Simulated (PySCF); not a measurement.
# H6Tl2 (Tl2(H)2(H)4): the cost of one run

The runs use PySCF 2.14.0; B3LYP, Tl def2-SVP with ECP60, H def2-SVP; scalar-relativistic core potentials, no spin–orbit coupling.

1 further run of the same task is left out (for a known fault of the program).

### 1 The system as given

8 atoms, charge 0, spin multiplicity 1.

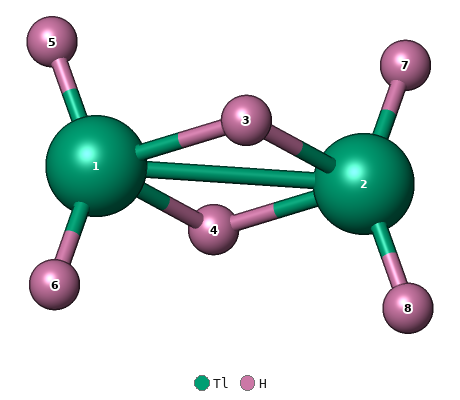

The structure; thallium teal, hydrogen pink; atoms are numbered from 1 in the order of the file.

As a file:

```xyz
8
charge 0, multiplicity 1
Tl    0.0000    0.0000    1.5800
Tl    0.0000    0.0000   -1.5800
H     1.2938    0.0000    0.0000
H    -1.2938    0.0000    0.0000
H     0.0000    1.6374    2.0893
H     0.0000   -1.6374    2.0893
H     0.0000    1.6374   -2.0893
H     0.0000   -1.6374   -2.0893
```

Formal oxidation states: Tl +3. An earlier session relaxed this geometry at B3LYP, Tl def2-SVP with ECP60, H def2-SVP (singlet, point group D2h).

Its energy there is -348.621095 Eh.

### 2 Multiplicity 3 at the relaxed geometry

File run.py (the lines that set the calculation):

```python
mol = gto.M(atom='''
Tl     0.00000     0.00000     1.58003
Tl     0.00000     0.00000    -1.58003
H      1.29383     0.00000     0.00000
H     -1.29383     0.00000     0.00000
H      0.00000     1.63735     2.08934
H      0.00000    -1.63735     2.08934
H      0.00000     1.63735    -2.08934
H      0.00000    -1.63735    -2.08934''',
    basis={'Tl': 'def2-SVP', 'H': 'def2-SVP'},
    ecp={'Tl': 'def2-SVP'},
    charge=0, spin=2)
mf = dft.UKS(mol, xc='B3LYP')
mf.grids.atom_grid = (50, 194)
mf = mf.density_fit()  # fitting sets: Tl def2-universal-JKFIT, H def2-universal-JKFIT
mf.conv_tol = 1e-08; mf.max_cycle = 55
mf.kernel(dm0)  # dm0: free metal ions and neutral atoms
```

Command:

```
$ OMP_NUM_THREADS=2 python run.py
```

**Question.** How long does this run take on 2 threads of Arm Neoverse V1, shared host?

About 2.6 s.
